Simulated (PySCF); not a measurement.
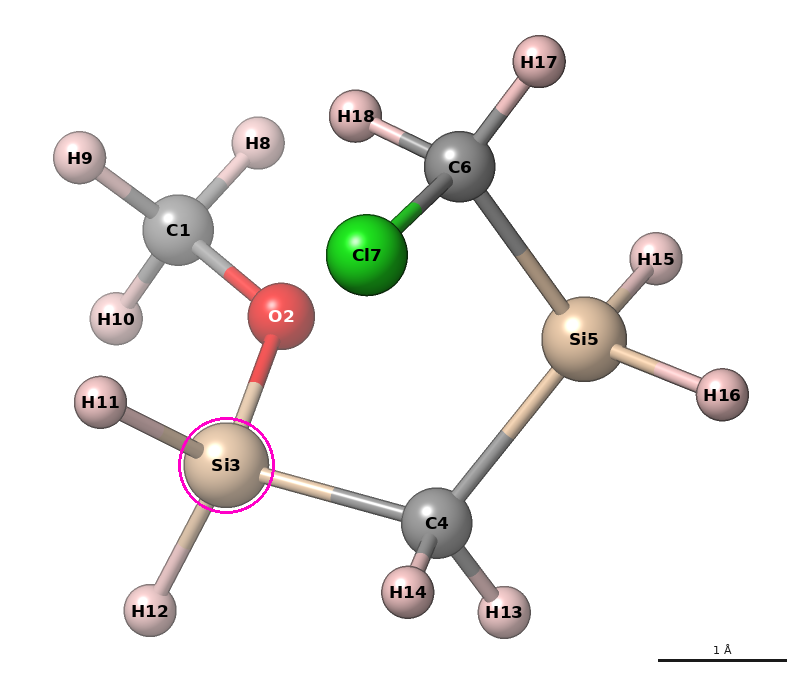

Orthographic view. Atoms fade into the background with distance from the viewer. The computed structure is the end point of a GFN2-xTB optimisation. No frequency run is at hand to confirm it as a minimum.

**Name the neighbours of the circled atom.**

The circled atom is Si3; it is bonded to O2, C4, H11, H12.

**What is the shortest path along bonds from the circled atom to H17?**

Si3–C4–Si5–C6–H17, 4 bonds; through space the two are 4.71 Å apart.

**Which atom is nearest the viewer?**

Cl7, 3.2 Å in front of the mean position.

**Of O2 and Si3, which is nearer the viewer?**

Si3; the bond to O2 points away from the viewer, so it looks shorter than its 1.62 Å.
